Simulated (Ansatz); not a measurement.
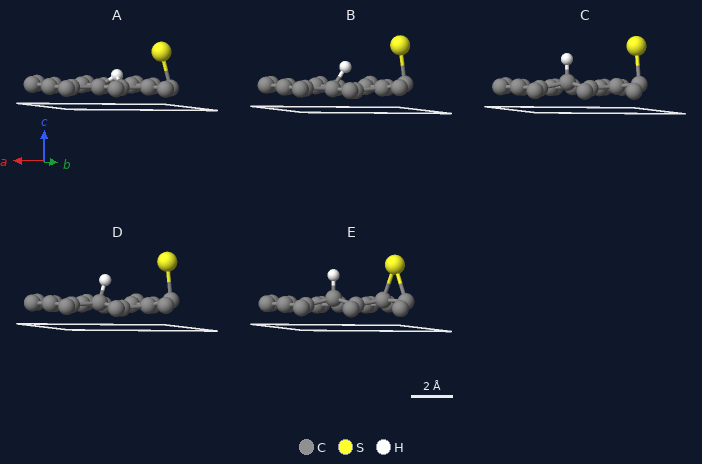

5 geometries from one relaxation of a slab of composition HC18S, in shuffled order. Style: ball-and-stick. Shown: the cell of the calculation, outlined in the plane, without the vacuum (origin shifted), from a free direction.

It is SH on graphene monolayer, set down by a guess. The run prepares an end point of a later path (dissociation) calculation, from a guessed geometry.

Theory: Ansatz 0.2.0, DFT PBEsol, scalar-relativistic, plane waves, PAW. Set-up: plane-wave cutoff 420 eV; k-point mesh 2 × 2 × 1; occupations gaussian; smearing width 0.02 eV; collinear spin; atoms relaxed in a fixed cell; force threshold 0.03 eV/Å; at most 60 steps.

Order the frames from highest to lowest energy.

A, B, D, C, E. They are steps 0, 3, 5, 10, 16, at +3.698 eV per cell of the calculation, +1.258 eV per cell of the calculation, +0.530 eV per cell of the calculation, +0.230 eV per cell of the calculation relative to the last. The energy falls by 3.698 eV per cell of the calculation in 15 accepted moves (16 points after the start). The largest force component goes from 4.3 to 0.014 eV/Å. The line search rejected the trial step at point 13 of the run. The H atom moves most relative to the layer's centre: 1.25 Å at 47° to the normal (+c side). Largest moves by element: H 1.25 Å, S 0.60 Å, C 0.28 Å. The lattice vectors keep their values. Near-neighbour distances that change, for instance: C–H 1.375 → 2.065 Å, C–H 1.375 → 2.042 Å, C–S 2.186 → 2.802 Å, C–S 2.186 → 1.918 Å. Among the angles between lasting bonds that change: C–C–H 149.5° → 102.9°, C–C–H 64.5° → 102.7°, C–C–H 64.5° → 102.1°. The program noted that the starting moments weren't kept. The run took 67 s on 2 threads of AMD EPYC 9R45 96-Core Processor (Zen 5), with other jobs on the host, peak memory 1.1 GiB.

Limits of the set-up: the periodic images lie only 7.4 Å apart, so the values are limited by the cell's size.
